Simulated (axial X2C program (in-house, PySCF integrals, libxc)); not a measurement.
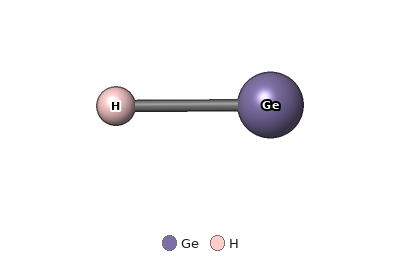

Figure 1. The molecule at the reference distance of 1.628 Å.

## GeH⁻: relativistic diatomic calculation

System: GeH⁻, single determinant with Ω = 1.
Method: HF, two-component X2C with atomic mean-field Coulomb and Gaunt terms, Ge dyall-av3z, H dyall-av3z (cores contracted) (axial X2C program (in-house, PySCF integrals, libxc)).

The input:
```
{"zs": [32, 1], "q": -1, "bas": ["dyall-av3z", "dyall-av3z"], "levels": ["PBE0", "HF", "M06", "B97-3"], "cc": false, "r0": 1.53, "npts": 10, "nst": 2, "ntry": 6, "opt": {"nrad": 45, "nth": 14}}
```

The line is the task of a batch: nuclear charges, charge, bases, the levels to run, a first guess of the distance and further settings. This report covers HF with spin-orbit coupling. The log is that of the reference distance 1.628 Å.

The run was one of a batch that the task file lists, launched with:
```bash
python <driver script> task.json out
```

The program's output:
```
two-component X2C + atomic mean field  HF
basis functions 120  fitting functions 684  grid points 1062
iter        total energy     max residual
   1      -2097.024436376     2.80e-01
   2      -2097.043866621     1.02e-02
   3      -2097.044743812     1.53e-02
   4      -2097.045046568     5.58e-03
   5      -2097.045089757     6.34e-04
   6      -2097.045102801     8.02e-04
   7      -2097.045104797     3.36e-04
   8      -2097.045105821     1.27e-04
   9      -2097.045106037     1.15e-04
  10      -2097.045106098     3.30e-05
  11      -2097.045106104     5.24e-06
  12      -2097.045106105     3.89e-06
  13      -2097.045106105     1.36e-06
converged
one-electron -2950.69759455  Coulomb 923.03568061  exact exchange -79.06333557  xc functional 0.00000000  nuclear repulsion 10.40151766  atomic mean-field constant -0.72137426
```

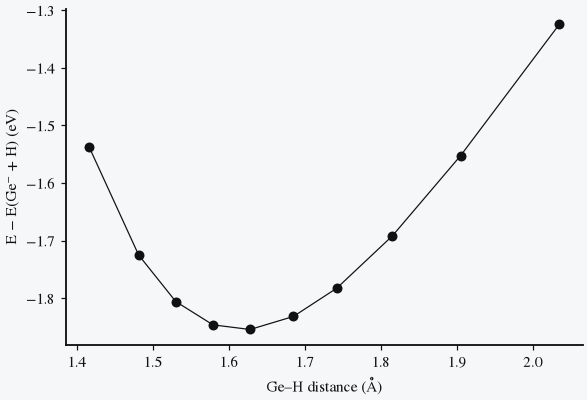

Figure 2. Energy at 10 bond lengths, for one set of occupations held fixed; the line joins the points. A polynomial of degree 6 through 9 points gives rₑ = 1.617 Å, ωₑ = 1757 cm⁻¹, ωₑxₑ = 40 cm⁻¹ and Bₑ = 6.482 cm⁻¹. The minimum lies 1.86 eV below Ge⁻ + H, each computed as one determinant at the same level.

Outcome:

- outcome: converged
- bond length rₑ: 1.617 Å
- ωₑ: 1757 cm⁻¹
- energy at the minimum: −2097.04513 hartree
- depth below the fragments: 1.86 eV
- hardware: 1 thread of Arm Neoverse N1, 98 GiB of memory available, shared host
- wall time: 5.6 s
- peak memory: 0.21 GiB

What is odd here:

The input is odd on purpose: coarse grid (nrad = 45.0) (nth = 14.0). The program ran to the end. Its numbers are those of the input as typed; this run alone doesn't show how far the oddity moves them. Hartree–Fock lacks correlation, so it usually binds too weakly.
